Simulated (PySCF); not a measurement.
**PN (phosphorus nitride): SVWN5/STO-6G**

Aim: the energy change on altering one bond length of PN (phosphorus nitride) at SVWN5/STO-6G, from 2 runs. The job is set up through a Python script.

The results are computed with PySCF 2.14.0.

14 further runs of the same task are left out: 4 that didn't finish, 10 set aside as unsound or not needed.

**1. The structure to begin with**

The species is PN (2 atoms), meant as a singlet with charge 0. SMILES: `N#P`. Geometry: the measured bond length.

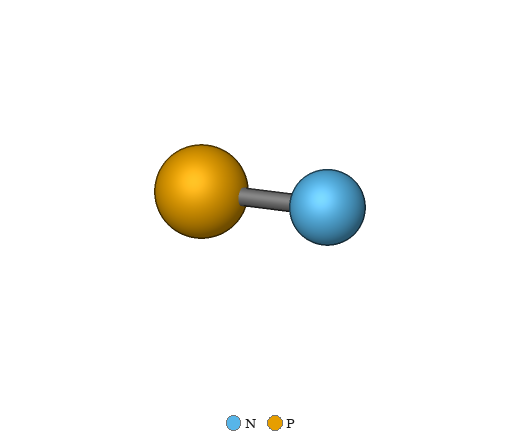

Viewed from a chosen angle; nitrogen blue, phosphorus amber.

**2. A single-point energy at SVWN5/STO-6G**

geometry.xyz reads:

```xyz
2

N      0.000000     0.000000     0.000000
P      0.000000     0.000000     1.490866
```

calc.py reads:

```python
# phosphorous nitride
from pyscf import gto, dft

mol = gto.M(
    atom='geometry.xyz',
    charge=0,
    spin=0,
    verbose=3,
    max_memory=1860,
    basis='sto-6g',
)

mf = dft.RKS(mol, xc='svwn')
mf.conv_tol = 1e-10
mf.grids.level = 5
mf.kernel()
if not mf.converged:
    mf = mf.newton().run(mf.mo_coeff, mf.mo_occ)

energy = mf.e_tot
print('Final energy', energy)
```

Started as:

```console
$ OMP_NUM_THREADS=1 python calc.py
```

Output:

```text
converged SCF energy = -392.902322559787
Final energy -392.9023225597867
```

Run time: 1.4 s. Hardware: 1 thread of Arm Neoverse V1, shared host; peak memory 0.13 GiB.

**3. The distorted shape**

start.xyz reads:

```xyz
2

N      0.000000     0.000000    -0.298134
P      0.000000     0.000000     1.490866
```

calc.py reads:

```python
from pyscf import gto, dft

mol = gto.Mole()
mol.atom = 'start.xyz'
mol.spin = 0
mol.max_memory = 1860
mol.verbose = 4
mol.charge = 0
mol.basis = 'sto-6g'
mol.build()

myscf = dft.RKS(mol, xc='svwn')
myscf.conv_tol = 1e-10
myscf.grids.level = 5
myscf.kernel()
if not myscf.converged:
    myscf = myscf.newton().run(myscf.mo_coeff, myscf.mo_occ)

e_final = myscf.e_tot
print('Final energy', e_final)
```

Started as:

```console
$ OMP_NUM_THREADS=1 python calc.py
```

Output:

```text
PySCF version 2.14.0

[INPUT] num. atoms = 2
[INPUT] num. electrons = 22
[INPUT] charge = 0
[INPUT] spin (= nelec alpha-beta = 2S) = 0
[INPUT] symmetry False subgroup None
[INPUT] Mole.unit = angstrom
[INPUT] Symbol           X                Y                Z      unit          X                Y                Z       unit  Magmom
[INPUT]  1 N      0.000000000000   0.000000000000  -0.298134000000 AA    0.000000000000   0.000000000000  -0.563391608421 Bohr   0.0
[INPUT]  2 P      0.000000000000   0.000000000000   1.490866000000 AA    0.000000000000   0.000000000000   2.817328428426 Bohr   0.0

nuclear repulsion = 31.0584724128564
number of shells = 8
number of NR pGTOs = 84
number of NR cGTOs = 14
basis = sto-6g
ecp = {}

[... 61 lines left out ...]
converged SCF energy = -392.845988796673
Final energy -392.8459887966732
```

Wall time 1.6 s (1 thread of Arm Neoverse V1, shared host); peak memory 0.13 GiB.

**4. Outcome**

Level: SVWN5/STO-6G.

| quantity | value |
| --- | --- |
| first shape: total energy | -392.90232 Eh |
| first shape: dipole moment | 1.95 D |
| first shape: HOMO energy | -3.86 eV |
| first shape: LUMO energy | 1.09 eV |
| first shape: HOMO–LUMO gap | 4.96 eV |
| distorted shape: total energy | -392.84599 Eh |
| distorted shape: dipole moment | 1.75 D |
| distorted shape: HOMO energy | -3.59 eV |
| distorted shape: LUMO energy | 0.08 eV |
| distorted shape: HOMO–LUMO gap | 3.66 eV |
| energy change with the N1–P2 bond stretched from 1.491 to 1.789 Å | 1.533 eV |

**Reading.** With the N1–P2 bond stretched from 1.491 to 1.789 Å the energy rises by 1.53 eV (35 kcal/mol). The first shape isn't relaxed at this level, so the change isn't measured from a minimum. The minimal basis adds a large error of its own.
